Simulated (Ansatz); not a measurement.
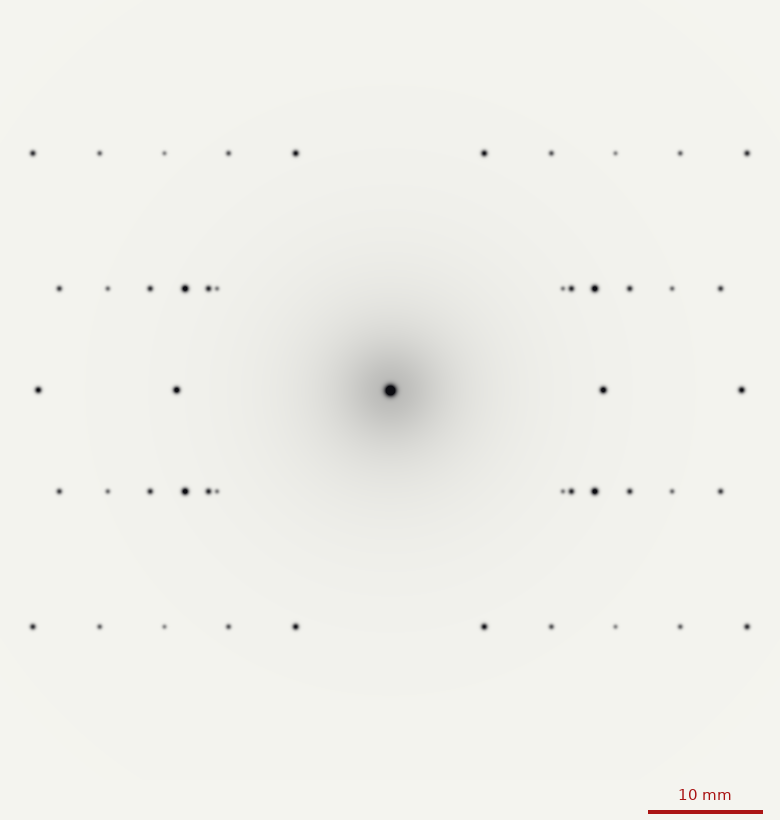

Simulated X-ray rotation photograph: Cu Kα radiation (λ = 1.5418 Å), cylindrical film of radius 30.0 mm unrolled, rotation axis vertical and normal to the beam, kinematic intensities without Lorentz or polarisation factors, the film spanning ±63° about the beam; spots down to d = 1.41 Å.

What lattice repeat along the rotation axis do the layer lines give?

Answer. The first layer line lies 9.0 mm from the equator, so tan ν = 0.299, sin ν = 0.286 and the period is λ/sin ν = 5.39 Å. Further lines follow at 20.9 mm.

The crystal is Hf, space group P6_3/mmc (No. 194), a = 3.11 Å, c = 9.98 Å (hexagonal axes). Structure: coordinates from a relaxation with Ansatz, DFT, LDA (PW92), plane waves (420 eV) with PAW, scalar-relativistic; the starting structure was generated, so it need not be a known form of this composition.

About which axis was it rotated?

Answer. About [210] (or an equivalent direction), whose length in the conventional cell is 5.389 Å.
